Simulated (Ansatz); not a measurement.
**CaHBr (layers cut from the bulk crystal): the G0W0 gap against the k mesh**

Wanted: mesh convergence of the gap correction in CaHBr (layers cut from the bulk crystal).

Method: G0W0 on PBEsol, plane waves, PAW, in Ansatz 0.2.0.

### Step 1. The structure

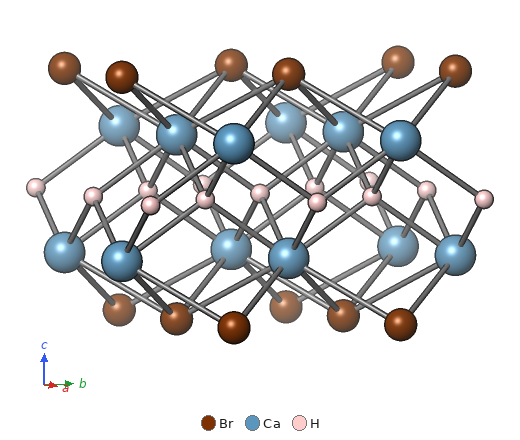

The starting structure, seen from the side, with the c axis up (bromine brown, calcium blue, hydrogen pink). 2×2×1 cells are drawn. Some periodic images of atoms are drawn too.

The cell holds 6 atoms: 2 Br, 2 Ca and 2 H. Cell: a = 3.730 Å, b = 3.730 Å, c = 33.700 Å, α = 90.0°, β = 90.0°, γ = 90.0°. It derives from CaHBr. Vacuum lies along c.

The structure was relaxed with PBEsol-D3(BJ). The runs that relaxed it are not among those shown. The default PAW set here is soft_2. Its files were made with PBE. The Coulomb interaction is cut off across the vacuum.

### Step 2. The 2×2×1 mesh

G0W0 replaces the xc potential by the self-energy, built once from these orbitals. Only a window of levels is corrected, while the sums run over the empty bands that the input names.

input.yaml

```yaml
crystal:
  lattice:
    - [3.7301671325, 0.0, 0.0]
    - [0.0, 3.7301671325, 0.0]
    - [0.0, 0.0, 33.7]
  atoms:
    - { symbol: Br, position: [0.0, 0.5, 0.4221900662] }
    - { symbol: Ca, position: [0.5, 0.0, 0.4620996269] }
    - { symbol: H, position: [0.5, 0.5, 0.5] }
    - { symbol: H, position: [0.0, 0.0, 0.5] }
    - { symbol: Ca, position: [0.0, 0.5, 0.5379003731] }
    - { symbol: Br, position: [0.5, 0.0, 0.5778099338] }
  periodic: [true, true, false]
kpoints:
  mp_grid: { grid: [2, 2, 1] }
hamiltonian:
  xc: pbesol
scf:
  occupations: { method: fixed }
gw:
  n_empty_bands: 259
  ecut_chi: 39.0
  qp_bands: [v2, c2]
  qp_kpoints: band_edges
  screening: { model: contour_deformation }
```

Launch:

```
ansatz run input.yaml --threads 8 --pin off --max-ram 17510MiB --backend cpu --events-out ev --progress --plain --runs-dir out
```

Numbers of over 12 decimals in the logs are rounded to 6 here.

Output:

```text
Engine: ansatz 0.2.0, aarch64-unknown-linux-gnu
Pseudopotentials: kind: paw
Pseudopotential: Br, paw, valence charge 7, recommended cutoff 420 eV (normal), Br.paw.azcp
Pseudopotential: Ca, paw, valence charge 10, recommended cutoff 420 eV (normal), Ca.paw.azcp
Pseudopotential: H, paw, valence charge 1, recommended cutoff 420 eV (normal), H.paw.azcp
Functional definition: PBEsol
  exchange = pbesol_x
  correlation = pbesol_c
Crystal: 6 atoms, lattice volume = 468.907 Å³
Basis set: ecut = 420 eV, 9161 PW (Γ)
Bands: 24, of which v1, the nominal top of the filled ones, is band 18 counted from 1 (17 counted from 0)
Symmetry: 16 space group operations
Space group: P4/nmm (ITA 129), of the structure as read, at distance tolerance 7.8e-5 Å
k-points: 3 of 4
Non-local potential: Br, projectors of the file, l = 0: 2, l = 1: 2, l = 2: 2
Non-local potential: Ca, projectors of the file, l = 0: 3, l = 1: 2, l = 2: 2
Non-local potential: H, projectors of the file, l = 0: 2, l = 1: 1
PAW form: soft (Blöchl's): semilocal exchange-correlation on the pseudo side does not see the compensation charge
PAW frozen core: Br, regenerated for the run's functional, and the local potential with it (the file was generated under x = pbe(κ = 0.804, μ = 0.219515), c = pbe(β = 0.066725))
PAW frozen core: Ca, regenerated for the run's functional, and the local potential with it (the file was generated under x = pbe(κ = 0.804, μ = 0.219515), c = pbe(β = 0.066725))
PAW one-centre angular grid: Br, 110 points (default); XC on 64 Gauss nodes
PAW one-centre angular grid: Ca, 110 points (default); XC on 64 Gauss nodes
PAW one-centre angular grid: H, 110 points (default); XC on 64 Gauss nodes
Initial density: superposition of atomic densities (neutral atoms: chi_scale 0, normalization atom), corrected by the library's trained network
Initial wavefunctions: pseudopotential atomic-orbital guess
Functional: x = pbesol(κ = 0.804, μ = 0.123457), c = pbesol(β = 0.046)
SCF iter   1: F=—  HF=-9099.366176 eV  |F-HF|=—  |Δ(HF+E_count)|=         —  Δρ=3.02e-3  dr2=3.77e-2  ethr=1.77e-3  ⟨swp⟩=8.7  Hψ=461  notcnv=0  defer=12
preconditioner: auto → Resta (q_TF=auto, 1.779 Å⁻¹)  ε∞=1.5  [insulator: Δε(μ)=4.525 eV  Ē_g=10.502 eV  n_scr=46 (ndim 8)  ℏωp=7.7 eV  f_vac=0.733  ε∞_Penn≈1.5  vacuum switching on, ρ_ref=8.0e-3 e/Å³]
SCF iter   2: F=—  HF=-9099.356792 eV  |F-HF|=—  |Δ(HF+E_count)|=   9.38e-3  Δρ=1.11e-3  dr2=5.09e-3  ethr=1.05e-4  ⟨swp⟩=3.7  Hψ=134  notcnv=0  defer=13
SCF iter   3: F=—  HF=-9099.356468 eV  |F-HF|=—  |Δ(HF+E_count)|=   3.23e-4  Δρ=2.97e-4  dr2=8.45e-4  ethr=1.41e-5  ⟨swp⟩=6.3  Hψ=175  notcnv=0  defer=12
SCF iter   4: F=—  HF=-9099.356370 eV  |F-HF|=—  |Δ(HF+E_count)|=   9.79e-5  Δρ=1.06e-4  dr2=5.28e-5  ethr=2.35e-6  ⟨swp⟩=3.0  Hψ=109  notcnv=0  defer=12
SCF iter   5: F=—  HF=-9099.356392 eV  |F-HF|=—  |Δ(HF+E_count)|=   2.17e-5  Δρ=2.91e-5  dr2=3.24e-6  ethr=1.47e-7  ⟨swp⟩=3.0  Hψ=127  notcnv=0  defer=12
SCF iter   6: F=-9099.356395 eV  HF=-9099.356395 eV  |F-HF|=3.03e-8  |Δ(HF+E_count)|=   2.84e-6  Δρ=5.02e-6  dr2=9.34e-8  ethr=2.78e-10  ⟨swp⟩=40.3  Hψ=912  notcnv=0
SCF 1 converged in 6 iterations: F = -9099.356395 eV  dr2 = 9.34e-8
[...]
NSCF: frozen V_eff on 3 k-points
G₀W₀ screening: q 1/3
[... further progress lines ...]
SCF converged after 6 iterations
Free energy (F): -9099.356395 eV
Harris-Foulkes:  -9099.356395 eV  (|F-HF|=3.03e-8)
Internal energy: -9099.356395 eV  (E = F + TS)
E sigma→0 (E₀):  -9099.356395 eV
Fermi energy:    -6.799815 eV
--- Per-component energies (eV) ---
  E_band       = -706.670026
  E_kinetic    = 855.773781
  E_local      = -53809.320605  (includes V_loc(G=0)·N_el)
  E_nonlocal   = 273.245190
  E_hartree    = 26351.814864
  E_xc         = -816.089381
  E_vxc        = -576.074168  (∫ρ·V_xc dr)
  E_paw        = -6080.003312  (= ΣΔE_a)
  E_vpaw       = -153.947233  (= ΣTr[D̂ρ^β])
  E_aug_tail   = -0.002370  (compensation charges beyond the density's cutoff)
  E_ewald      = 24124.803308
  E_core_change = 0.422129  (= ΣΔE_core)
  E_smearing   = -0.000000  (= −TS)
  E_closure    = 0.000000  (closes the sum)
  Σ components = -9099.356395   (vs F -9099.356395, Δ=0.00e0)
--- Band table (eV) ---
  k-point 0: bands = [... 14 lower, -7.4208, -7.4208, -7.2274, -6.7998, -2.6839, -1.9434 (-1.9434°), -1.2909, -1.1018, ... 2 higher]
  k-point 1: bands = [... 14 lower, -7.4040, -7.4040, -7.2347, -7.2347, -2.0786, -2.0786, -0.9870, -0.9870, ... 2 higher]
  k-point 2: bands = [... 14 lower, -8.0815, -8.0815, -7.7226, -7.7226, -2.1608, -2.1608, -0.4470, -0.4470, ... 2 higher]
  ° read free of the cell's end (the report's vacuum.weakly_bound_levels)
--- G₀W₀: contour deformation, 5 samples at zero and on the imaginary axis and 1 off it, 4 q-points, 259 empty bands' worth ---
  eigenvalues of the whole cell's RPA ε∞ on this k-mesh (on a slab, of 1 + 4πα/V) = 1.1783, 1.8653, 1.8653; static W/v taken at q = 0 is 0.610328
  bands read: the sum over 277 bands ends inside a degenerate multiplet in 2 slots, whose members it reads at an even weight; the widest, k=1: bands 277 to 278 (counted from 1) at 1/2 each
  gw.qp_kpoints: band_edges: 3 of 3 stored k-points solved, in 1 pass; an edge of the gap read off the rows below is read off those points alone
    ik  band        ε_KS         Σx   Σc(E_QP)       V_xc       Z   E_QP_lin       E_QP  E_QP is
     0    17     -7.2274   -17.3170     2.3773   -14.1340  0.7926    -8.0428    -8.0330  root
     0    18     -6.7998   -14.4931     2.0818   -11.6956  0.7876    -7.5220    -7.5154  root
     0    19     -2.6839    -6.7872    -4.0387   -12.4595  0.8055    -1.0106    -1.0503  root
     0    20     -1.9434    -6.2327    -3.3904   -10.6788  0.8238    -0.8725    -0.8877  root
     1    17     -7.2347   -17.0858     2.4814   -13.7313  0.7877    -8.1196    -8.1079  root
     1    18     -7.2347   -17.0858     2.4814   -13.7313  0.7877    -8.1196    -8.1079  root
     1    19     -2.0786    -6.5046    -4.1753   -12.3524  0.8025    -0.3588    -0.4061  root
     1    20     -2.0786    -6.5046    -4.1753   -12.3524  0.8025    -0.3588    -0.4061  root
     2    17     -7.7226   -15.6874     2.7533   -11.9105  0.7769    -8.7633    -8.7462  root
     2    18     -7.7226   -15.6874     2.7533   -11.9105  0.7769    -8.7633    -8.7462  root
     2    19     -2.1608    -6.5557    -3.8261   -11.7095  0.8094    -0.8075    -0.8332  root
     2    20     -2.1608    -6.5557    -3.8261   -11.7095  0.8094    -0.8075    -0.8332  root
```

Run time: 8 s. Hardware: 8 threads of Arm Neoverse V2, shared host; peak memory 1.4 GiB; 51 s of CPU time.

Numbers from this step:

| Property | Result |
| --- | --- |
| bands summed | 277 |
| plane waves in the screening matrix | 243 |
| q-points in the mesh | 4 |
| G0W0 gap on the mesh | 6.465 eV |
| k of the valence top | 0, 0, 0 |
| k of the conduction bottom | 0, 0, 0 |
| starting gap on the mesh | 4.116 eV |
| Z at the valence top | 0.7876 |
| Z at the conduction bottom | 0.8055 |
| least direct G0W0 gap on the computed points | 6.465 eV |

The gap on the mesh goes from 4.12 eV to 6.47 eV, a correction of +2.35 eV. Between the two edge states, bare exchange in place of the xc potential would open the gap by 8.47 eV, and correlation takes back 6.12 eV.

### Step 3. The 4×4×1 mesh

Only the mesh changes. It samples the long-range screening, which converges on its own terms.

Changes to input.yaml since step 2:

```diff
@@ -14,3 +14,3 @@
 kpoints:
-  mp_grid: { grid: [2, 2, 1] }
+  mp_grid: { grid: [4, 4, 1] }
 hamiltonian:
```

Output:

```text
[...]
Crystal: 6 atoms, lattice volume = 468.907 Å³
Basis set: ecut = 420 eV, 9161 PW (Γ)
Bands: 24, of which v1, the nominal top of the filled ones, is band 18 counted from 1 (17 counted from 0)
[... 1 set-up line as in the run before ...]
[...]
k-points: 6 of 16
[...]
SCF iter   1: F=—  HF=-9099.871302 eV  |F-HF|=—  |Δ(HF+E_count)|=         —  Δρ=2.55e-3  dr2=2.54e-2  ethr=1.77e-3  ⟨swp⟩=10.0  Hψ=949  notcnv=0  defer=25
[...]
SCF iter   6: F=-9099.864812 eV  HF=-9099.864812 eV  |F-HF|=3.00e-8  |Δ(HF+E_count)|=   2.09e-7  Δρ=2.82e-6  dr2=8.56e-8  ethr=2.78e-10  ⟨swp⟩=44.7  Hψ=1738  notcnv=0
SCF 1 converged in 6 iterations: F = -9099.864812 eV  dr2 = 8.56e-8
[...]
NSCF: frozen V_eff on 6 k-points
G₀W₀ screening: q 1/6
[... further progress lines ...]
SCF converged after 6 iterations
Free energy (F): -9099.864812 eV
[...]
Internal energy: -9099.864812 eV  (E = F + TS)
[...]
0    17     -7.2828   -17.7037     2.3655   -14.1343  0.7991    -8.5086    -8.4867  root
     0    18     -6.7721   -14.4732     1.8200   -11.7062  0.7982    -7.7300    -7.7192  root
     0    19     -2.6956    -6.7028    -3.8472   -12.4578  0.8170    -0.7369    -0.7878  root
     0    20     -1.9616    -5.9438    -3.2721   -10.6064  0.8345    -0.5464    -0.5712  root
     1    17     -7.1150   -18.0616     2.3920   -14.4991  0.7990    -8.3056    -8.2855  root
     1    18     -6.9354   -15.3093     2.0986   -12.1485  0.7966    -8.0123    -7.9975  root
     1    19     -2.0889    -6.9796    -3.9586   -12.9077  0.8114    -0.0581    -0.1194  root
     1    20     -2.0543    -6.6706    -3.9222   -12.5015  0.8146    -0.0895    -0.1456  root
[...]
5    17     -7.6905   -15.7028     2.5686   -11.9155  0.7852    -8.9327    -8.9091  root
     5    18     -7.6905   -15.7028     2.5686   -11.9155  0.7852    -8.9327    -8.9091  root
     5    19     -2.1699    -6.4855    -3.6488   -11.6857  0.8191    -0.5854    -0.6185  root
     5    20     -2.1699    -6.4855    -3.6488   -11.6857  0.8191    -0.5854    -0.6185  root
[key lines of the parts left out:]
Fermi energy:    -6.772124 eV
```

It took 18 s on 8 threads; peak memory 2.6 GiB.

This step gave:

| Property | Result |
| --- | --- |
| bands summed | 277 |
| plane waves in the screening matrix | 243 |
| q-points in the mesh | 16 |
| G0W0 gap on the mesh | 6.931 eV |
| k of the valence top | 0, 0, 0 |
| k of the conduction bottom | 0, 0, 0 |
| starting gap on the mesh | 4.077 eV |
| Z at the valence top | 0.7982 |
| Z at the conduction bottom | 0.8170 |
| least direct G0W0 gap on the computed points | 6.931 eV |

Against the run with 2×2×1 mesh, 259 empty bands, screening to 39 eV, the gap moves by +0.47 eV, while the start moved by −0.04 eV.

### Step 4. The 6×6×1 mesh

Changes to input.yaml since step 3:

```diff
@@ -14,3 +14,3 @@
 kpoints:
-  mp_grid: { grid: [4, 4, 1] }
+  mp_grid: { grid: [6, 6, 1] }
 hamiltonian:
```

Output:

```text
[...]
Crystal: 6 atoms, lattice volume = 468.907 Å³
Basis set: ecut = 420 eV, 9161 PW (Γ)
Bands: 24, of which v1, the nominal top of the filled ones, is band 18 counted from 1 (17 counted from 0)
[... 1 set-up line as in the run before ...]
[...]
k-points: 10 of 36
[...]
1    20     -1.9239    -7.0476    -3.9606   -13.0071  0.8114     0.1385     0.0751  root
[...]
9    17     -7.6912   -15.6996     2.5476   -11.9155  0.7862    -8.9516    -8.9276  root
     9    18     -7.6912   -15.6996     2.5476   -11.9155  0.7862    -8.9516    -8.9276  root
     9    19     -2.1712    -6.4843    -3.6278   -11.6849  0.8206    -0.5650    -0.5983  root
     9    20     -2.1712    -6.4843    -3.6278   -11.6849  0.8206    -0.5650    -0.5983  root
[key lines of the parts left out:]
SCF converged after 6 iterations
Free energy (F): -9099.875965 eV
Fermi energy:    -6.772842 eV
```

Run time: 46 s. Hardware: 8 threads; peak memory 3 GiB.

This step gave:

* bands summed: 277
* plane waves in the screening matrix: 243
* G0W0 gap on the mesh: 6.979 eV
* k of the valence top: 0, 0, 0
* k of the conduction bottom: 0, 0, 0
* starting gap on the mesh: 4.076 eV
* least direct G0W0 gap on the computed points: 6.979 eV

Against the run with 4×4×1 mesh, 259 empty bands, screening to 39 eV, the gap moves by +0.05 eV.

### Step 5. The meshes together

Times are wall times on 8 threads of Arm Neoverse V2, shared host, good to a factor of about two.

```tsv
mesh	points	irreducible	start (eV)	G0W0 (eV)	shift (eV)	mean of 1 + 4πα/V (set by the cell height)	time
2×2×1	4	3	4.116	6.465	+2.349	1.64	8 s
4×4×1	16	6	4.077	6.931	+2.855	1.54	18 s
6×6×1	36	10	4.076	6.979	+2.903	1.52	46 s
```

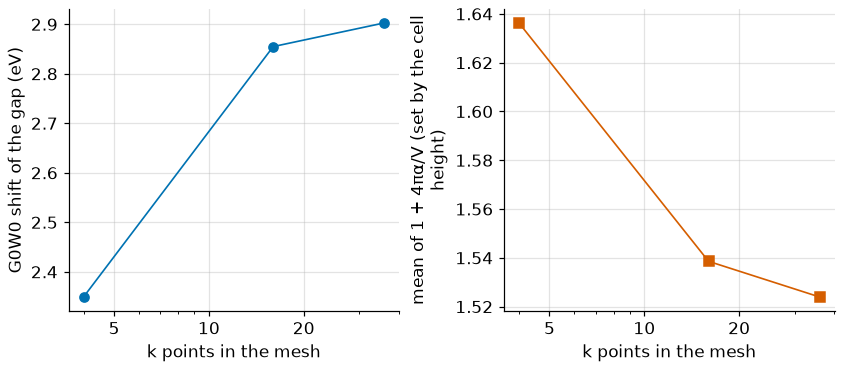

Shift and screening against the mesh.

### Step 6. Results

| Item | Value |
| --- | --- |
| 2×2×1 | 6.465 eV (shift +2.349) |
| 4×4×1 | 6.931 eV (shift +2.855) |
| 6×6×1 | 6.979 eV (shift +2.903) |
| settings | PBEsol start, 259 empty bands, 39 eV |

What this shows: The shift is +2.35 eV on 2×2×1 and +2.90 eV on 6×6×1; the last step moves it by +0.048 eV. The mean of 1 + 4πα/V (set by the cell height) ranges from 1.52 to 1.64 and ends at 1.52. From 4 to 36 points the time grows 5.7-fold. Bands and cutoff are modest here, so the values stand off the basis limit. Mesh or cutoff lie under what a gap needs, so these runs test behaviour and cost; their gaps are not to be quoted. The mesh in the plane is coarse for a sheet; gap and any exciton binding can still move on denser ones. The many-body steps are scalar-relativistic: spin-orbit coupling is not in them.

[Paths, hosts, dates, memory and timing lines, banners, echoed tables and standing remarks are left out of the program output.]

[Logs are printed without paths, hosts, clocks, repeated set-up lines and the standing remarks that a program may print on its own settings, such as how far it seeks lower states.]

[Runs of the session that timed out or met a known fault of the program may be left out.]

[Cells called generated may have been cut or substituted from an entry of the Crystallography Open Database or the Materials Project.]

[Hosts, paths, dates, database ids (printed as entryN), source tags and the programs' standing remarks are cut or masked in the printed files.]
